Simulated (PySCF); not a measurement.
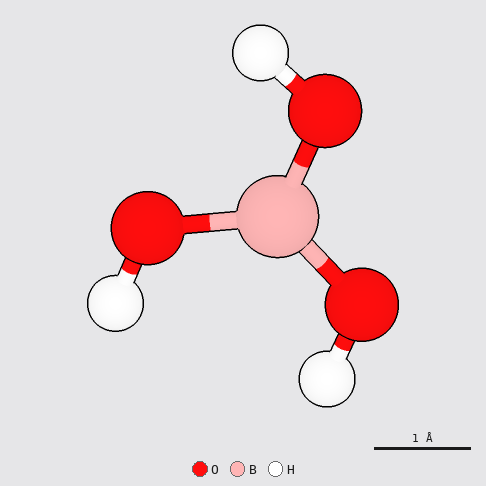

The picture shows a molecular structure as a ball-and-stick model.

Computed geometry: GFN2-xTB optimisation. No frequency run is at hand to confirm it as a minimum.

Give the formula.

Answer. BH3O3, 7 atoms: 1 boron, 3 hydrogen and 3 oxygen.

Which point group does it belong to?

Answer. Cs.

More results for the same structure follow; atom numbers are the same in all pictures, views and colours differ.

**Shape**

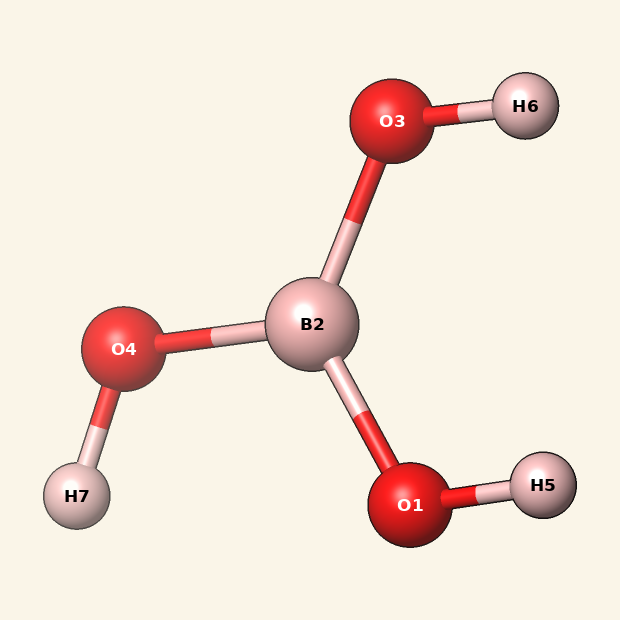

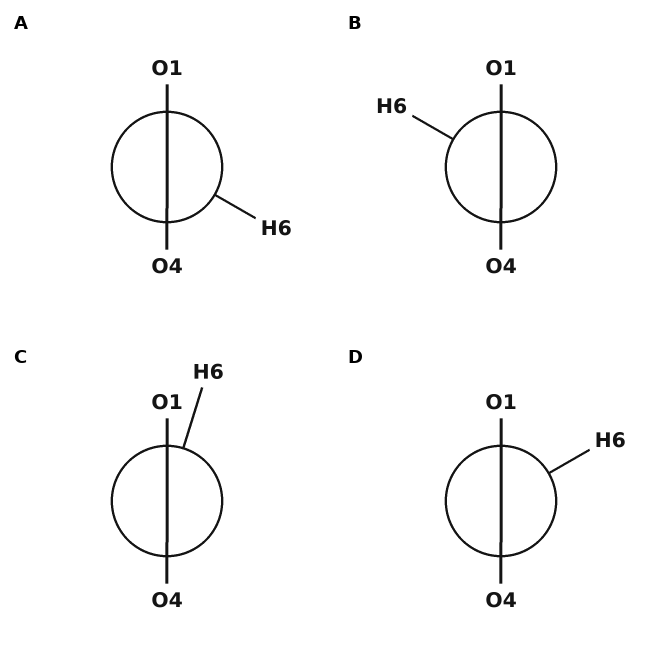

Depth is shown by fading: the farther an atom, the more it takes the colour of the background. Bonds that would overlap in a projection are set slightly apart. No frequency run is at hand to confirm it as a minimum.

Which Newman projection shows the view along B2–O3, with B2 in front?

Answer. C. The torsion angle O1–B2–O3–H6 is 0°, synperiplanar (eclipsed).

**Spin–spin coupling**

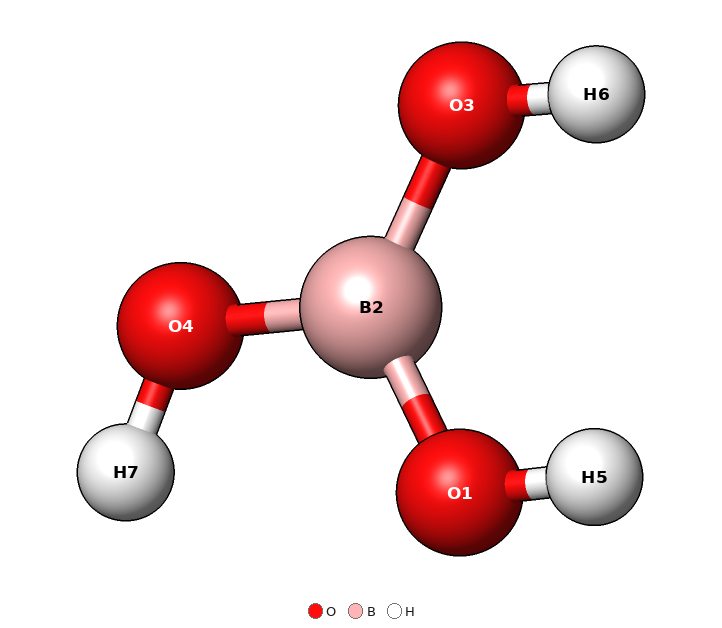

No frequency run is at hand to confirm it as a minimum. Properties computed with B3LYP/pcJ-1 indirect spin-spin coupling, non-relativistic, gas phase (PySCF 2.14.0). Isotopes: 11B, 1H, 17O.

Give the spin–spin coupling constants of these pairs, with the number of bonds between them: O1/B2, O1/H5, O3/H6, O4/H7, O1/O4, O1/O3, B2/H7, O4/H6.

```csv
pair,bonds apart,J (Hz)
"O1, B2",1,−12.7
"O1, H5",1,−90.4
"O3, H6",1,−90.3
"O4, H7",1,−88.8
"O1, O4",2,−1.5
"O1, O3",2,−4.3
"B2, H7",2,−1.7
"O4, H6",3,−8.5
```

**Bond orders**

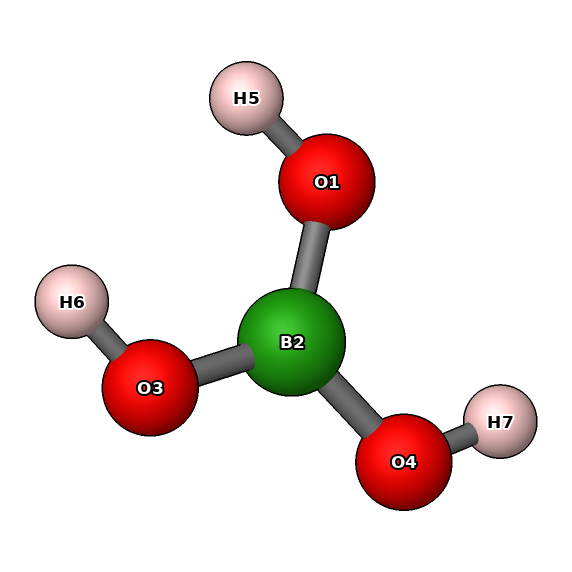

The thickness of each stick grows with its Mayer bond order. No frequency run is at hand to confirm it as a minimum. Computed with PBE0/pcSseg-1 (PySCF 2.14.0).

List the Mayer bond orders of O1–B2, O1–H5, B2–O3, B2–O4, O3–H6, O4–H7.

```tsv
bond	Mayer order	length (Å)
O1–B2	1.14	1.372
O1–H5	0.94	0.956
B2–O3	1.17	1.357
B2–O4	1.20	1.350
O3–H6	0.94	0.956
O4–H7	0.94	0.957
```

**Quadrupole coupling**

No frequency run is at hand to confirm it as a minimum. Electric field gradients from the ground-state density, B3LYP/pcJ-1 (PySCF 2.14.0), non-relativistic apart from any core potentials.

Give the largest field-gradient component, the quadrupole coupling constant and the asymmetry for 17O at O1 (Q = −25.6 mb), 11B at B2 (Q = 40.59 mb), 17O at O3 (Q = −25.6 mb), 17O at O4 (Q = −25.6 mb).

```csv
atom,V_zz (a.u.),e²qQ/h (MHz),η
O1,1.528,−9.19,0.31
B2,0.248,2.36,0.31
O3,1.523,−9.16,0.28
O4,1.448,−8.71,0.29
```

**Charges**

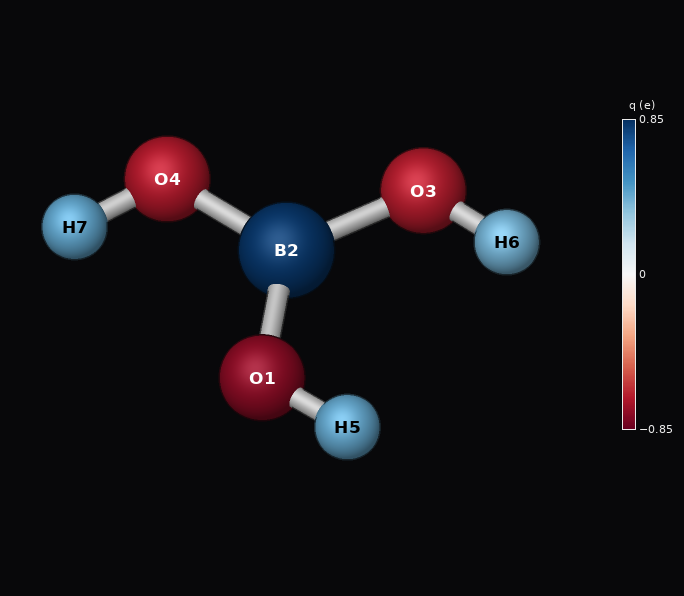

Atoms are coloured by their ESP-fitted charges. No frequency run is at hand to confirm it as a minimum. Level of theory: PBE0/pcSseg-1, gas phase (PySCF 2.14.0).

Which atom carries the highest charge (most positive or least negative)?

Answer. B2 (0.83 e).

And the lowest?

Answer. O1 (−0.76 e).

List the ESP-fitted charges.

```tsv
atom	value (e)
O1	−0.76
B2	0.83
O3	−0.67
O4	−0.68
H5	0.44
H6	0.40
H7	0.44
```

The geometry is semi-empirical. Around B such bond lengths and angles can be off by a tenth of an ångström or more and by several degrees, and values that hang on the shape move with them.
